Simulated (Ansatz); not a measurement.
Input file:

```
crystal:
  lattice:
    - [4.54056, 0.0, 0.0]
    - [0.0, 4.54056, 0.0]
    - [0.0, 0.0, 4.54056]
  atoms:
    - { symbol: Sr, position: [0.0, 0.0, 0.0] }
    - { symbol: B, position: [0.5, 0.0, 0.0] }
    - { symbol: B, position: [0.0, 0.5, 0.0] }
    - { symbol: B, position: [0.0, 0.0, 0.5] }
    - { symbol: Pt, position: [0.5, 0.5, 0.5] }
hamiltonian:
  xc: lda
  pseudopotentials: { kind: paw }
kpoints:
  mp_grid: { grid: [5, 5, 5] }
  band_path:
    path:
      - [[0.0, 0.0, 0.0], [0.0, 0.5, 0.0], [0.5, 0.5, 0.0], [0.0, 0.0, 0.0], [0.5, 0.5, 0.5], [0.0, 0.5, 0.0]]
      - [[0.5, 0.5, 0.0], [0.5, 0.5, 0.5]]
    npoints: 14
scf:
  occupations: { method: fermi_dirac, width: 0.05 }
  n_extra_bands: 12
output:
  forces: true
  stress: true
  eigenvalues: true
  fatbands: false
  write_density: true
  write_potential: true
  elf: true
  volumetric_format: npy
```

Run with:

```sh
ansatz run input.yaml --threads 2 --pin off --max-ram 5632MiB --backend cpu --events-out ev --progress --plain --runs-dir out
```

Below, planes, directions and counts refer to the conventional cell (a = 4.54 Å, b = 4.54 Å, c = 4.54 Å, α = 90.00°, β = 90.00°, γ = 90.00°).

Space group Pm-3m; a generated structure, not necessarily the stable one; computed pressure about −4 GPa in this cell.

Theory: Kohn-Sham DFT of a periodic cell, LDA, Ansatz PAW (Ansatz).

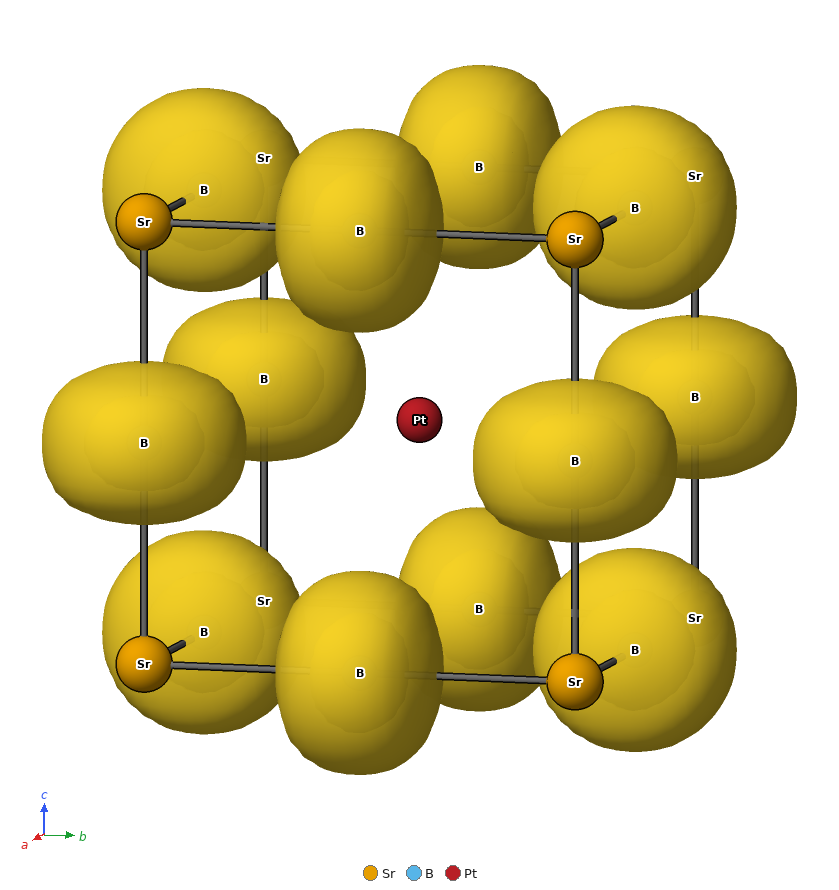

SrB3Pt. Isosurface of the ELF at 0.7 (yellow), seen slightly off an axis. Core shells and regions of very low density are left out. Sticks mark near contacts.

Q: What do the ELF domains correspond to?

A: At this value the surface marks out three regions wrapped around B (the valence shell of each), counted in one cell of 5 atoms. Any copies at cell faces, edges or corners count once. Profiles from the grid: Sr–B (2.27 Å): the ELF peaks at about 0.85 in the valence shell of B, 0.6 Å from its nucleus, and drops to about 0.40 between the two atoms. B–Pt (3.21 Å): the ELF is about 0.20 at the midpoint; no localised pair shows between them.
